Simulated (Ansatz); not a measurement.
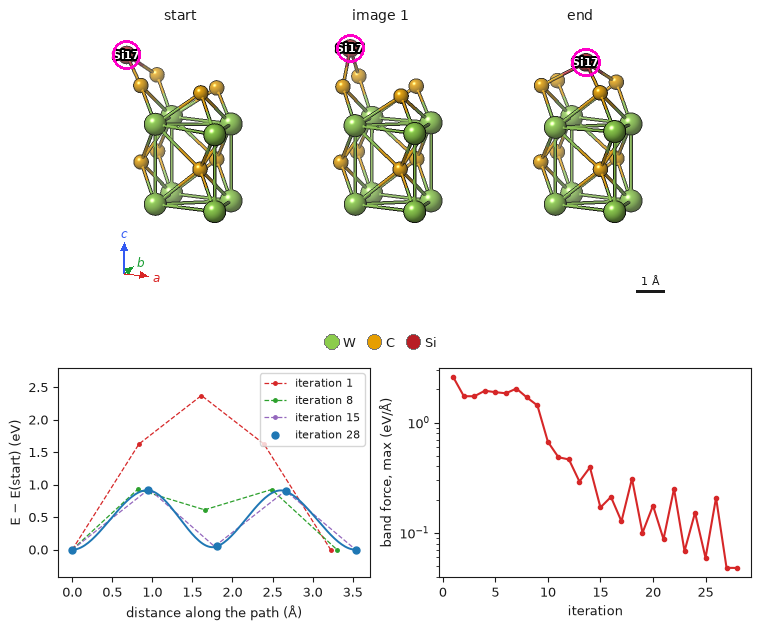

NEB run on Si on WC(001) (17 atoms in the cell). Images are numbered from 0 (start) to 4 (end). The plot follows the band through its iterations. Style: ball-and-stick. Shown: the simulation cell, with the vacuum cut short (origin moved), slightly off an axis. The moving atom is ringed, with any periodic copies. Bonds to atoms that aren't drawn are left out.

Theory: Ansatz 0.2.0, DFT PBE, scalar-relativistic, plane waves, PAW. Settings: plane-wave cutoff 420 eV; k-point mesh 3 × 3 × 1; Gaussian smearing 0.05 eV; 4 atoms held fixed; 3 movable images; climbing image; force threshold 0.05 eV/Å; iteration limit 80; spring constant 2.0 eV/Å²; optimiser L-BFGS; starting path by image-dependent pair potential.

**Judge this run.**

The run is converged, with reservations. The band converged in 28 iterations. The largest component of the band force went from 2.6 to 0.048 eV/Å. The climbing image converged on the top of the path. A check of its curvatures found one unstable direction (−4.2 eV/Å²), as a transition state must have. The first iteration put the highest image at 2.37 eV. The barrier is about 0.92 eV in both directions, with image 1 at the top; the ends have the same energy. The profile has 2 maxima (images 1, 3) with a dip at image 2 (+0.05 eV), so the process runs in steps.

Limits of the set-up: the periodic images lie only 5.8 Å apart, so the values are limited by the cell's size.

Cost: 12 min on 4 threads of Arm Neoverse V2, on a shared host, peak memory 2 GiB.

PAW datasets: the set soft_1.
